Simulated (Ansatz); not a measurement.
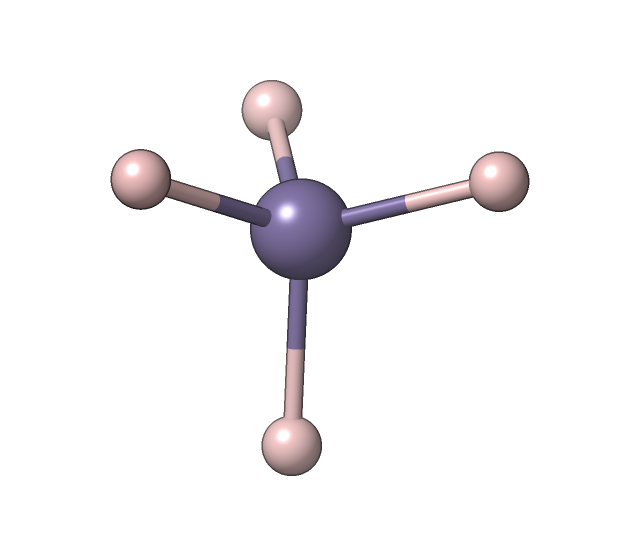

Colours: germanium purple, hydrogen pink.

The geometry was computed by an optimisation with PBE0-D4/def2-TZVP.

Question: Give the formula.

Answer: GeH₄, 5 atoms: 1 germanium and 4 hydrogen.

Question: Count the bonded pairs by element.

Answer: 4 Ge–H. Sticks follow a distance rule.

Question: What is the point group of this geometry?

Answer: Td.

Question: How many sets of symmetry-equivalent atoms are there?

Answer: 2: 1 Ge, 4 H.

The parts below concern this one geometry. Atoms keep their numbers from picture to picture.

### Electronic properties

Level of theory: RKS PBE0-D4/def2-TZVPP (Ansatz 0.2.0).

What does the calculation give?

- HOMO energy (Kohn–Sham orbital): −9.65 eV
- LUMO energy (Kohn–Sham orbital): 1.07 eV
- HOMO–LUMO gap: 10.72 eV

### Vibrations

Harmonic vibrations computed with RKS PBE0-D4/def2-TZVP (Ansatz 0.2.0) at a stationary point of the same level.

Question: List the wavenumbers.

Answer: 9 modes: 821, 821, 821, 924, 924, 2169, 2175, 2175, 2175 cm⁻¹.

### Thermal motion

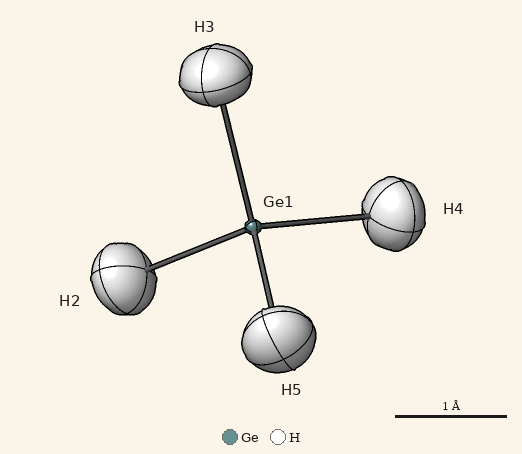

Displacement ellipsoids at the 50 % level, enlarged 2 times, from the internal vibrations of the free molecule (harmonic, no overall translation or rotation; no half-axis is drawn under 0.075 Å). Vibrations computed with RKS PBE0-D4/def2-TZVP (Ansatz 0.2.0). Temperature: 0 K (zero-point motion alone).

Question: Which atom has the largest mean-square displacement?

Answer: H2, H3, H4, H5, with U_eq = 0.0105 Å².

List U_eq and the three principal root-mean-square amplitudes for each kind of atom.

| atom | U_eq (Å²) | rms amplitudes (Å) |
| --- | --- | --- |
| Ge1 | 0.00001 | 0.003, 0.003, 0.003 |
| H2, H3, H4, H5 | 0.0105 | 0.087, 0.109, 0.109 |
